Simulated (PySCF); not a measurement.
GaF (charge −1, doublet)

```xyz
2

Ga    0.0000    0.0000   -0.4088
F     0.0000    0.0000    1.4832
```

All numbers below come from PBE0/def2-TZVPPD, non-relativistic Hamiltonian with scalar-relativistic core potentials where named, at a bond length of 1.892 Å (PySCF).

Question: What will maps of the electron density, electron localisation function and spin density show?

Answer: Ga–F (1.89 Å): the density is about 0.64 e/Å³ at the midpoint; the ELF peaks at about 0.85 in the valence shell of F, 0.6 Å from its nucleus, and is about 0.15 at the midpoint.
The unpaired spin (1 electron) lies mostly on Ga1 (about 1.0), in electrons by Hirshfeld's partition.

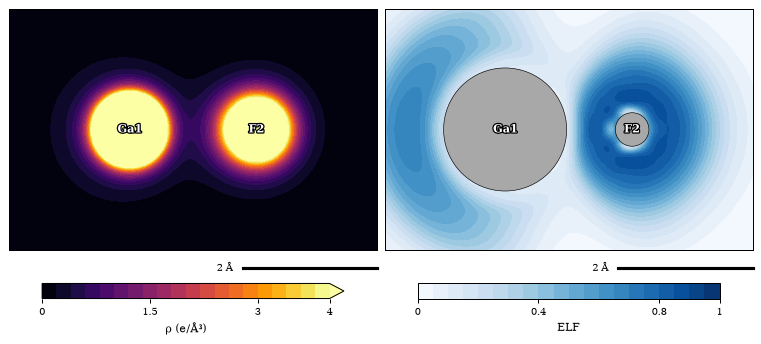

Computed electron density and electron localisation function on a plane that holds the molecular axis, in this order. Grey discs cover the atomic cores in the ELF map. 
